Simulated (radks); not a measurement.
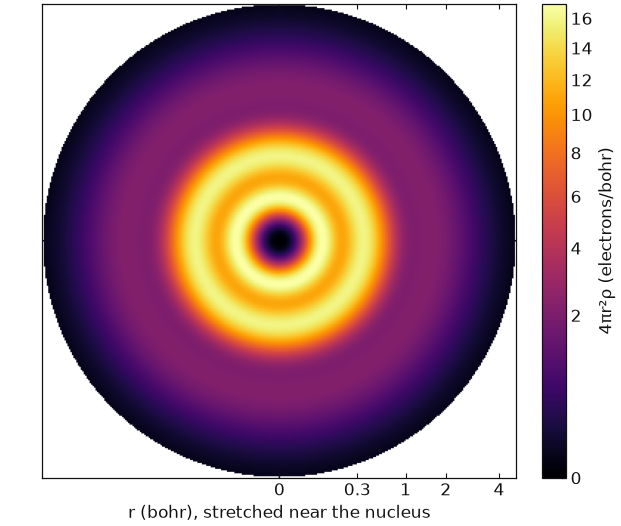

Fig. 1: The radial density 4πr²ρ as a disc about the nucleus, with the radius drawn as r to the power 0.4. There are 3 maxima, at r = 0.0703, 0.368 and 1.59 bohr, parted by minima at 0.179 and 1.21 bohr, inside which lie 2.2 and 10.4 electrons.

## Atomic calculation, with input and output: P (charge +1.25)

P with charge +1.25 in the configuration [Ne] 3s0.75 3p3 (3s: 0.75 up, 0 down, 3p: 1.5 up, 1.5 down). Computed at this level: non-relativistic Kohn-Sham, BLYP, spin-polarised, spherical densities, point nucleus (the in-house radial solver radks).

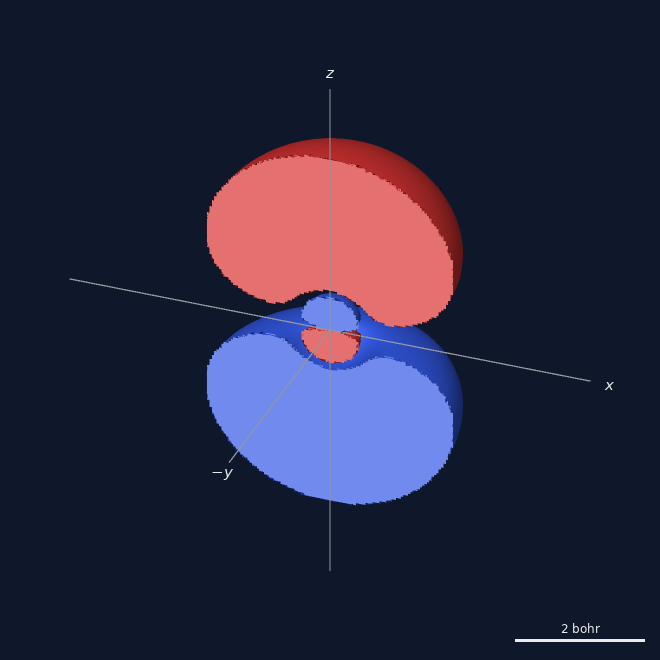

Fig. 2: One occupied orbital of up spin is shown. The surface of constant |ψ| that holds about 80 % of the electron is drawn, red where ψ is positive and blue where it is negative, with the half in front of the xz plane cut away and the cut face painted. The radial function comes from the spherical calculation and is multiplied by a real spherical harmonic; the overall sign is chosen so that the largest lobe of P(r) is positive. It is 3p(z) of up spin. It has the nodal plane xy and 1 radial node, at r = 0.636 bohr. The outermost maximum of P² lies at 1.70 bohr, ⟨r⟩ = 2.05 bohr, 90 % of the charge lies within 3.14 bohr, and the eigenvalue is −17.6 eV, with 1.5 electrons in the shell for this spin.

These pictures come from the run below.

Input file:
```
Z 15
configuration [Ne] 3p1.5 3p1.5 3s0.75 3s0
relativity non-relativistic
functional b88,lyp
spin polarised
nucleus point
```

Energies in input and log are in hartree, lengths in bohr.

Log:
```
1s      1   1.0000         -76.98756188
2s      1   1.0000          -6.92137799
2p      1   3.0000          -5.14523426
3p      1   1.5000          -0.64623847
3s      1   0.7500          -0.98865510
1s      2   1.0000         -76.98191826
2s      2   1.0000          -6.91488098
2p      2   3.0000          -5.13854611
3p      2   1.5000          -0.61609241
3s      2   0.0000          -0.95338385
Etot -340.31181557842217
Ekin 339.885191877707
Encl -803.0235501112336
Eh 145.52689646965612
Exc -22.700353814551697
err 1.7112317923522763e-09
it 14
```

Orbitals:

| orbital | occupation | energy (eV) | ⟨r⟩ (bohr) | outer maximum (bohr) |
| --- | --- | --- | --- | --- |
| 1s up | 1 | −2094.9 | 0.1040 | 0.0680 |
| 1s down | 1 | −2094.8 | 0.1040 | 0.0680 |
| 2s up | 1 | −188.340 | 0.5218 | 0.420 |
| 2s down | 1 | −188.163 | 0.5217 | 0.420 |
| 2p up | 3 | −140.009 | 0.4854 | 0.354 |
| 2p down | 3 | −139.827 | 0.4852 | 0.354 |
| 3s up | 0.75 | −26.903 | 1.778 | 1.52 |
| 3s down | 0 | −25.943 | 1.794 | 1.53 |
| 3p up | 1.5 | −17.585 | 2.046 | 1.70 |
| 3p down | 1.5 | −16.765 | 2.085 | 1.72 |

Results in brief:

- outcome: converged
- total energy: −340.311816 hartree
- kinetic energy: 339.885192 hartree
- electron–nucleus energy: −803.023550 hartree
- Hartree energy: 145.526896 hartree
- exchange–correlation energy: −22.700354 hartree
- radius at density 0.001 e/bohr³: 3.85 bohr
- SCF iterations: 14
- hardware: 1 CPU thread, shared host
